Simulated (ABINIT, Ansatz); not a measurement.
# Li3SI (Pm-3m): from the cell to the phonon bands, part 3 of 3

How does Li3SI (Pm-3m) vibrate, and is this structure a minimum?

ABINIT 10.8.3; DFT LDA, scalar-relativistic, plane waves, PseudoDojo norm-conserving pseudopotentials.

So far, lowest frequency on the path (cm⁻¹): step 7 (interpolated phonon bands) -128. Also highest frequency (cm⁻¹): step 7 560. The relaxed cell has a = 4.611 Å (conventional setting).

The structure was built from a prototype and need not be the compound's stable phase.

## (8) Density of states

Sums over the zone need many more wavevectors than were solved, so the interpolation is sampled on a dense mesh.

Input file anaddb.abi:

```
ddb_filepath "all_DDB"
output_file "anaddb.abo"
outdata_prefix "anaddb"
ifcflag 1
ngqpt 2 2 2
nqshft 1
q1shft 0.0 0.0 0.0
asr 1
chneut 1
dipdip 1
dipquad 0
quadquad 0
prtdos 2
ng2qpt 10 10 10
dosdeltae 4.5563e-06
ntemper 11
temperinc 100.0
tempermin 0.0
```

On the command line:

```bash
OMP_NUM_THREADS=1 anaddb anaddb.abi > anaddb.log
```

anaddb.abo, the main output file:

```text
-outvars_anaddb: echo values of input variables ----------------------

 Flags :
     ifcflag         1
 Miscellaneous information :
         asr         1
 Interatomic Force Constants Inputs :
      dipdip         1
     dipquad         0
    quadquad         0
      ifcana         0
      ifcout         0
 Description of grid 1 :
        brav         1
       ngqpt         2         2         2
      nqshft         1
      q1shft
                     0.00000000E+00  0.00000000E+00  0.00000000E+00
 Phonon DOS information :
   dosdeltae  4.55630000E-06
    dossmear  4.55633525E-06
 Description of grid 2 (Fourier interp. or BZ sampling):
      ng2qpt        10        10        10
      ngrids         4
      q2shft         0.00000000E+00  0.00000000E+00  0.00000000E+00

================================================================================

 read the DDB information and perform some checks

  ==== Info on the Cryst% object ====
 Real(R)+Recip(G) space primitive vectors, cartesian coordinates (Bohr,Bohr^-1):
 R(1)=  8.7127338  0.0000000  0.0000000  G(1)=  0.1147745  0.0000000  0.0000000
 R(2)=  0.0000000  8.7127338  0.0000000  G(2)=  0.0000000  0.1147745  0.0000000
 R(3)=  0.0000000  0.0000000  8.7127338  G(3)=  0.0000000  0.0000000  0.1147745
 Unit cell volume ucvol=  6.6139869E+02 bohr^3
 Angles (23,13,12)=  9.00000000E+01  9.00000000E+01  9.00000000E+01 degrees
 Time-reversal symmetry is present
 Reduced atomic positions [iatom, xred, symbol]:
    1)    0.0000000  0.0000000  0.0000000   I
    2)    0.5000000  0.5000000  0.5000000   S
    3)    0.5000000  0.5000000  0.0000000  Li
    4)    0.5000000  0.0000000  0.5000000  Li
    5)    0.0000000  0.5000000  0.5000000  Li

 DDB file with 4 blocks has been read.

================================================================================

 Dielectric Tensor and Effective Charges

 anaddb : Zero the imaginary part of the Dynamical Matrix at Gamma,
   and impose the ASR on the effective charges

 The violation of the charge neutrality conditions
 by the effective charges is as follows :
    atom        electric field
 displacement     direction
       1               1       -0.027690        0.000000
       1               2        0.000000        0.000000
       1               3        0.000000        0.000000
       2               1        0.000000        0.000000
       2               2       -0.027690        0.000000
       2               3        0.000000        0.000000
       3               1        0.000000        0.000000
       3               2        0.000000        0.000000
       3               3       -0.027690        0.000000

 Effective charge tensors after
 imposition of the charge neutrality (if requested by user),
 and eventual restriction to some part :
   atom    displacement
         1         1   -1.518582E+00    0.000000E+00    0.000000E+00
         1         2    0.000000E+00   -1.518582E+00    0.000000E+00
         1         3    0.000000E+00    0.000000E+00   -1.518582E+00
         2         1   -2.068643E+00    0.000000E+00    0.000000E+00
         2         2    0.000000E+00   -2.068643E+00    0.000000E+00
         2         3    0.000000E+00    0.000000E+00   -2.068643E+00
         3         1    1.198624E+00    0.000000E+00    0.000000E+00
         3         2    0.000000E+00    1.198624E+00    0.000000E+00
         3         3    0.000000E+00    0.000000E+00    1.189978E+00
         4         1    1.198624E+00    0.000000E+00    0.000000E+00
         4         2    0.000000E+00    1.189978E+00    0.000000E+00
         4         3    0.000000E+00    0.000000E+00    1.198624E+00
         5         1    1.189978E+00    0.000000E+00    0.000000E+00
         5         2    0.000000E+00    1.198624E+00    0.000000E+00
         5         3    0.000000E+00    0.000000E+00    1.198624E+00
 Now, the imaginary part of the dynamical matrix is zeroed

================================================================================

 Calculation of the interatomic forces

       Homogeneous q point set in the B.Z.
 Grid q points  :        8
  1)   0.00000000E+00  0.00000000E+00  0.00000000E+00
  2)   5.00000000E-01  0.00000000E+00  0.00000000E+00
  3)   0.00000000E+00  5.00000000E-01  0.00000000E+00
  4)   5.00000000E-01  5.00000000E-01  0.00000000E+00
  5)   0.00000000E+00  0.00000000E+00  5.00000000E-01
  6)   5.00000000E-01  0.00000000E+00  5.00000000E-01
  7)   0.00000000E+00  5.00000000E-01  5.00000000E-01
  8)   5.00000000E-01  5.00000000E-01  5.00000000E-01

 The interatomic forces have been obtained

================================================================================

 Calculation of phonon density of states

 Average speed of sound partial sums:     0.1662360812E-02 (at units)
-                                   =           3.6367 [km/s]

 Debye frequency from partial sums:     0.7436829701E-03 (Ha)
-                                 =     0.4893198880E+01 (THz)
-Debye temperature from partial sums:     0.2348365083E+03 (K)

 Average speed of sound:     0.5846276425E-04 (at units)
-                      =           0.1279 [km/s]

 Debye frequency from DOS:     0.2615422708E-04 (Ha)
-                        =     0.1720865474E+00 (THz)
-Debye temperature from DOS:     0.8258851705E+01 (K)

-
```

It took 2.2 s on 1 thread of Arm Neoverse V1, shared host.

This step gave:

| Property | Result |
| --- | --- |
| share of modes beyond 3i cm⁻¹ on the dense interpolated mesh | 0.1745 |

The phonon density of states has structure finer than the step of the table below, so its rows give means over 50 cm⁻¹, whole bins alone (the curve runs from -158 to 590 cm⁻¹). Peaks (cm⁻¹: height): -118.4: 0.0482, 45.6: 0.177, 145.6: 0.0612, 521.6: 0.0695, 549.6: 0.0561.

Tetrahedra. The phonon density of states by wavenumber; means over each step:

| wavenumber (cm⁻¹) | phonon density of states (1/cm⁻¹/cell) |
| --- | --- |
| -100 | 0.0271 |
| -50 | 0.0191 |
| 0 | 0.0118 |
| 50 | 0.0641 |
| 100 | 0.0201 |
| 150 | 0.0399 |
| 200 | 0.0262 |
| 250 | 0.0241 |
| 300 | 0.00670 |
| 350 | 0 |
| 400 | 0 |
| 450 | 0.00514 |
| 500 | 0.0324 |
| 550 | 0.0214 |

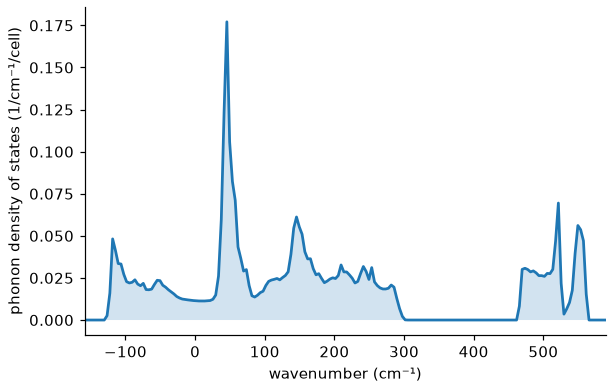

Phonon density of states against wavenumber.

## (9) Zone-centre analysis

anaddb reads the merged derivatives and imposes the acoustic sum rule.

Input file anaddb.abi:

```
ddb_filepath "gamma_DDB"
output_file "anaddb.abo"
outdata_prefix "anaddb"
asr 1
chneut 1
enunit 2
eivec 1
nph1l 1
qph1l 0.0 0.0 0.0 1.0
dieflag 1
nph2l 3
qph2l 
    1.0 0.0 0.0 0.0
    0.0 0.0 1.0 0.0
    1.0 1.0 1.0 0.0
```

Input file mrgddb.in:

```
gamma_DDB
merged
2
dfpt_gammao_DS2_DDB
gso_DDB
```

On the command line:

```bash
mrgddb < mrgddb.in > mrgddb.log
OMP_NUM_THREADS=1 anaddb anaddb.abi > anaddb.log
```

anaddb.abo, the main output file:

```text
[banners, grids, parts of the stress and lines that vanish by symmetry left out]
-outvars_anaddb: echo values of input variables ----------------------

 Flags :
[...]
Dielectric Tensor and Effective Charges
[...]
Effective charge tensors after
[...]
Phonon wavevector (reduced coordinates) :  0.00000  0.00000  0.00000
 Phonon energies in Hartree :
[...]
Phonon energies in meV     :
- -5.712021E+00 -5.712021E+00 -5.712021E+00 -4.639967E+00 -4.639967E+00
- -4.639967E+00  0.000000E+00  0.000000E+00  0.000000E+00  1.687911E+01
-  1.687911E+01  1.687911E+01  6.503994E+01  6.503994E+01  6.503994E+01
 Phonon frequencies in cm-1    :
- -4.607055E+01 -4.607055E+01 -4.607055E+01 -3.742386E+01 -3.742386E+01
- -3.742386E+01  0.000000E+00  0.000000E+00  0.000000E+00  1.361392E+02
-  1.361392E+02  1.361392E+02  5.245825E+02  5.245825E+02  5.245825E+02
 Phonon frequencies in Thz     :
- -1.381160E+00 -1.381160E+00 -1.381160E+00 -1.121939E+00 -1.121939E+00
- -1.121939E+00  0.000000E+00  0.000000E+00  0.000000E+00  4.081352E+00
-  4.081352E+00  4.081352E+00  1.572659E+01  1.572659E+01  1.572659E+01
 Phonon energies in Kelvin  :
- -6.628525E+01 -6.628525E+01 -6.628525E+01 -5.384458E+01 -5.384458E+01
- -5.384458E+01  0.000000E+00  0.000000E+00  0.000000E+00  1.958740E+02
-  1.958740E+02  1.958740E+02  7.547572E+02  7.547572E+02  7.547572E+02
[...]
-  1  0.00000000E+00  0.00000000E+00  0.00000000E+00
-     0.00000000E+00  0.00000000E+00  0.00000000E+00
-  2  0.00000000E+00  0.00000000E+00  0.00000000E+00
-     0.00000000E+00  0.00000000E+00  0.00000000E+00
-  3  0.00000000E+00  0.00000000E+00  0.00000000E+00
-     0.00000000E+00  0.00000000E+00  0.00000000E+00
-  4  0.00000000E+00  0.00000000E+00 -6.28628301E-03
-     0.00000000E+00  0.00000000E+00  0.00000000E+00
-  5  0.00000000E+00  0.00000000E+00  6.28628301E-03
-     0.00000000E+00  0.00000000E+00  0.00000000E+00
[...]
-  1  0.00000000E+00  0.00000000E+00  0.00000000E+00
-     0.00000000E+00  0.00000000E+00  0.00000000E+00
-  2  0.00000000E+00  0.00000000E+00  0.00000000E+00
-     0.00000000E+00  0.00000000E+00  0.00000000E+00
-  3  0.00000000E+00 -6.28628301E-03  0.00000000E+00
-     0.00000000E+00  0.00000000E+00  0.00000000E+00
-  4  0.00000000E+00  0.00000000E+00  0.00000000E+00
-     0.00000000E+00  0.00000000E+00  0.00000000E+00
-  5  0.00000000E+00  6.28628301E-03  0.00000000E+00
-     0.00000000E+00  0.00000000E+00  0.00000000E+00
[...]
-  1  0.00000000E+00  0.00000000E+00  0.00000000E+00
-     0.00000000E+00  0.00000000E+00  0.00000000E+00
-  2  0.00000000E+00  0.00000000E+00  0.00000000E+00
-     0.00000000E+00  0.00000000E+00  0.00000000E+00
-  3  6.28628301E-03  0.00000000E+00  0.00000000E+00
-     0.00000000E+00  0.00000000E+00  0.00000000E+00
[...]
-     0.00000000E+00  0.00000000E+00  0.00000000E+00
[...]
-  1  1.25502600E-05  0.00000000E+00  0.00000000E+00
-     0.00000000E+00  0.00000000E+00  0.00000000E+00
-  2 -1.66986298E-03  1.21548384E-07  0.00000000E+00
-     0.00000000E+00  0.00000000E+00  0.00000000E+00
-  3 -3.17925120E-04  0.00000000E+00  0.00000000E+00
-     0.00000000E+00  0.00000000E+00  0.00000000E+00
-  4 -3.17925120E-04 -5.91109565E-07  0.00000000E+00
-     0.00000000E+00  0.00000000E+00  0.00000000E+00
-  5  8.12081535E-03  0.00000000E+00  0.00000000E+00
-     0.00000000E+00  0.00000000E+00  0.00000000E+00
[...]
-     1          0.000000    -0.000000     0.000000     0.000000
-     2         -0.000000    -0.000000     0.000000     0.000000
[...]
-     8          0.000000     0.000008    -0.000000     0.000008
-     9          0.000008    -0.000000     0.000000     0.000008
-    10          0.000002     0.000003    -1.374046     1.374046
-    11          0.000074     1.374046     0.000003     1.374046
-    12          1.374046    -0.000074     0.000002     1.374046
-    13          0.000000    -0.000000     1.485832     1.485832
-    14          0.000108     1.485832    -0.000000     1.485832
-    15          1.485832    -0.000108    -0.000000     1.485832
[...]
-   1     Real    0.0000E+00  0.0000E+00  0.0000E+00  0.0000E+00  0.0000E+00  0.0000E+00  0.0000E+00
[...]
-   2     Real    0.0000E+00  0.0000E+00  0.0000E+00  0.0000E+00  0.0000E+00  0.0000E+00  0.0000E+00
[...]
-   3     Real    0.0000E+00  0.0000E+00  0.0000E+00  0.0000E+00  0.0000E+00  0.0000E+00  0.0000E+00
[...]
-   4     Real    0.0000E+00  2.5108E-14  2.1256E-04  0.0000E+00  5.3513E-11  2.3102E-09  2.1256E-04
[...]
-   5     Real    3.3139E-14  2.1256E-04  2.5108E-14  2.6540E-09 -2.8845E-14 -2.3102E-09  2.1256E-04
[...]
-   6     Real    2.1256E-04  3.3139E-14  0.0000E+00 -2.6540E-09 -5.3485E-11  0.0000E+00  2.1256E-04
[...]
-   7     Real    0.0000E+00  0.0000E+00  0.0000E+00  0.0000E+00  0.0000E+00  0.0000E+00  0.0000E+00
[...]
-   8     Real    0.0000E+00  0.0000E+00  0.0000E+00  0.0000E+00  0.0000E+00  0.0000E+00  0.0000E+00
[...]
-   9     Real    0.0000E+00  0.0000E+00  0.0000E+00  0.0000E+00  0.0000E+00  0.0000E+00  0.0000E+00
[...]
-  10     Real    0.0000E+00  0.0000E+00  5.7440E-05  0.0000E+00 -7.2131E-11 -1.3891E-10  5.7440E-05
[...]
-  11     Real    1.6881E-13  5.7440E-05  0.0000E+00  3.1139E-09  0.0000E+00  1.3891E-10  5.7440E-05
[...]
-  12     Real    5.7440E-05  1.6881E-13  0.0000E+00 -3.1139E-09  7.2124E-11  0.0000E+00  5.7440E-05
[...]
-  13     Real    0.0000E+00  0.0000E+00  1.5220E-04  0.0000E+00  0.0000E+00  0.0000E+00  1.5220E-04
[...]
-  14     Real    8.0638E-13  1.5220E-04  0.0000E+00  1.1078E-08  0.0000E+00  0.0000E+00  1.5220E-04
[...]
-  15     Real    1.5220E-04  8.0638E-13  0.0000E+00 -1.1078E-08  0.0000E+00  0.0000E+00  1.5220E-04
[...]
could try to raise your convergence parameters (ecut and k-points).
[...]
could try to raise your convergence parameters (ecut and k-points).
[...]
...

 abinit_abort: decision taken to exit. Check above messages for more info
```

The job ended after 0.54 s (1 thread).

The program refused the input: “The lowest mode appears to be a "true" negative mode, and not an acoustic mode”.

With an imaginary mode the lattice part of the dielectric tensor has no meaning; dieflag 2 would ask for the electronic part alone. The modes stand as the response run printed them.

## (10) Summary of results

* space group after relaxation: Pm-3m
* volume per atom: 19.6 Å³
* highest optical zone-centre mode (no LO-TO term): 524.6 cm⁻¹
* lowest optical zone-centre mode: -46.1 cm⁻¹
* mean high-frequency dielectric constant: 4.56
* largest Born charge in size (third of the trace): 2.07 e
* q mesh: 2×2×2
* lowest mode on the q mesh (acoustic ones at the zone centre apart): -128.4 cm⁻¹
* imaginary modes on the q mesh: yes

**Reading.** Li3SI (Pm-3m) is unstable: a mode solved on the 2×2×2 mesh is imaginary, 128i cm⁻¹; its spectrum reaches 560 cm⁻¹. At the LDA level the optical modes of Li3SI (Pm-3m) at the zone centre (no LO-TO term) run from 46i to 525 cm⁻¹, so the structure is a saddle point, with 6 modes beyond 10i cm⁻¹ there. The most unstable solved mode lies at q = (0.5, 0.5, 0.5), on the zone boundary, so the distortion that it points to doubles the cell. These are harmonic frequencies at zero temperature: anharmonic shifts and linewidths and thermal expansion are left out. Spin-orbit coupling is left out, which can matter for the heavy elements here. The structure is a hypothetical one, built on a prototype.

[Host names and launcher messages were left out of these logs when they were recorded.]

[Logs are printed without paths, hosts, clocks, repeated set-up lines and the standing remarks that a program may print on its own settings, such as how far it seeks lower states.]

[Hosts, paths, dates, database ids (printed as entryN), source tags and the programs' standing remarks are cut or masked in the printed files.]
